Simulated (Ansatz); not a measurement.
# BFH₄O₂Si: what the fields show

Input file:

```
crystal:
  periodic: [false, false, false]
  atoms:
    - {symbol: B, position_ang: [0.050450, 1.049673, 1.564306]}
    - {symbol: O, position_ang: [0.492504, 0.647540, 0.353091]}
    - {symbol: Si, position_ang: [-0.142306, -0.309918, -0.804795]}
    - {symbol: O, position_ang: [0.867908, -1.567500, -0.950298]}
    - {symbol: F, position_ang: [-0.183723, 0.522012, -2.155104]}
    - {symbol: H, position_ang: [0.756156, 1.771440, 2.207469]}
    - {symbol: H, position_ang: [-1.022696, 0.683190, 1.964597]}
    - {symbol: H, position_ang: [-1.526385, -0.698333, -0.485243]}
    - {symbol: H, position_ang: [0.796491, -2.144504, -1.711222]}
basis:
  gaussian: {orbitals: def2-TZVPP}
hamiltonian: {xc: pbe0, dispersion: d4}
output: {orbitals: {seedname: orbitals}}
```

Command:

```sh
ansatz run in.yaml --threads 2 --pin off --events-out ev --progress --plain --max-ram 4352MiB
```

Geometry: PBE0-D4/def2-TZVP.

These are results of RKS PBE0-D4/def2-TZVPP (Ansatz 0.2.0), not measurements.

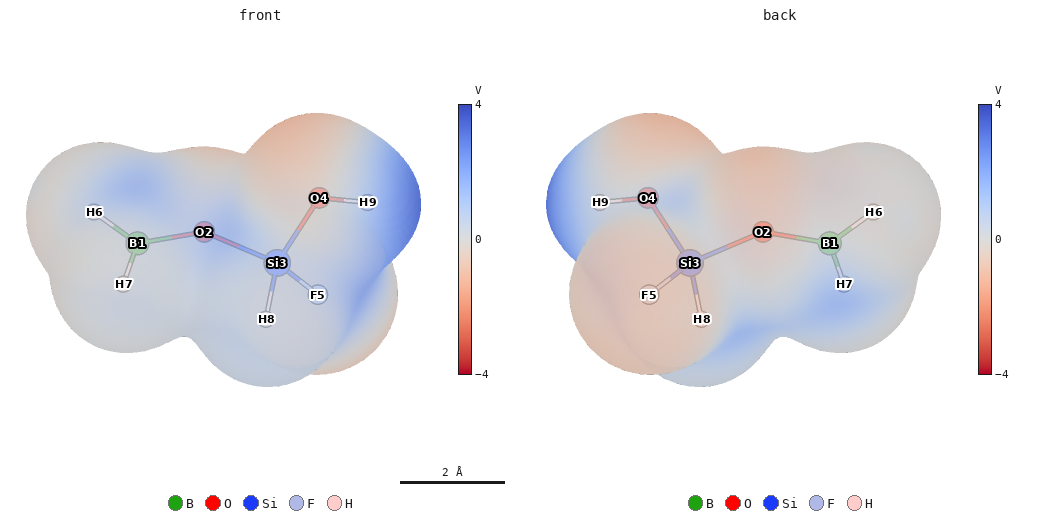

Figure 1. The electrostatic potential painted on the density surface at 0.002 e/bohr³, seen from the front and from behind; red is negative and blue positive.

Question: Which sites attract a positive test charge, and which a negative one?

Answer: A positive charge is drawn to the negative regions and a negative charge to the positive ones. The most negative region (about −1.0 V) lies over O4, the most positive (about +3.1 V) over H9. O4 is the likeliest acceptor of a hydrogen bond.

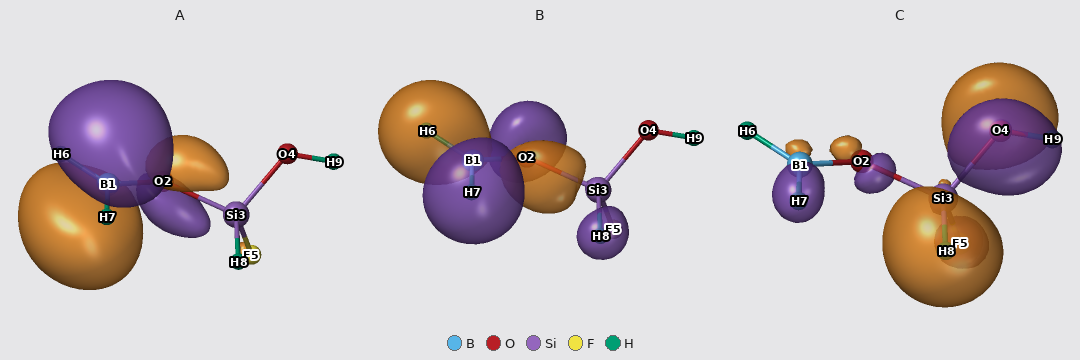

Figure 2. Three frontier orbitals at ±0.1 Å⁻³ᐟ² (orange and purple are the two phases), in no order.

Question: Order the three orbitals by energy and name them.

Answer: C is the HOMO−1 (−9.88 eV). By Hirshfeld shares it lies mainly on O4 (about 50 %), H8 (about 20 %) and Si3 (about 20 %). B is the HOMO (−8.68 eV). By Hirshfeld shares it lies mainly on O2 (about 30 %), B1 (about 25 %), H7 (about 20 %) and H6 (about 20 %). A is the LUMO (−0.79 eV). It lies mainly on B1 (about 65 %), O2 (about 15 %), H6 (about 10 %) and H7 (about 10 %).

Question: What is the HOMO–LUMO gap?

Answer: 7.89 eV between the orbital energies.

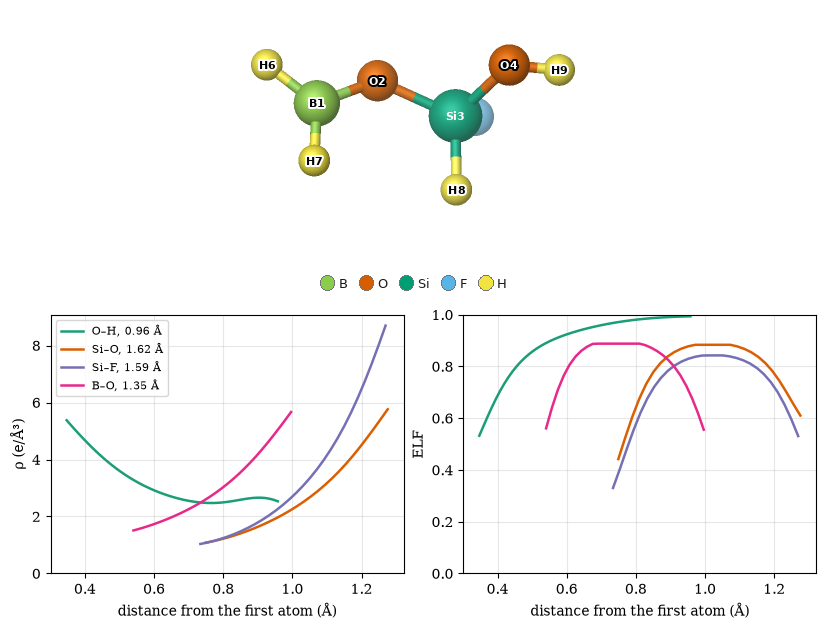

Figure 3. Total electron density and electron localisation function along straight lines between neighbouring atoms. The curves leave out the atomic cores. The structure is drawn too.

Question: Compare the contacts.

Answer: O–H (0.96 Å): ρ is about 3.8 e/Å³ halfway; the ELF climbs to about 1 towards the hydrogen, as it does in any bond to H: an ordinary covalent bond to hydrogen.
Si–O (1.62 Å): the density is about 1.3 e/Å³ at the midpoint; the ELF peaks at about 0.90 between the atoms: a polar covalent bond.
Si–F (1.59 Å): ρ is about 1.2 e/Å³ halfway; the ELF peaks at about 0.85 in the valence shell of F, 0.6 Å from its nucleus, and is about 0.55 at the midpoint.
B–O (1.35 Å): ρ is about 2.1 e/Å³ halfway; the ELF peaks at about 0.90 between the atoms: a polar covalent bond.
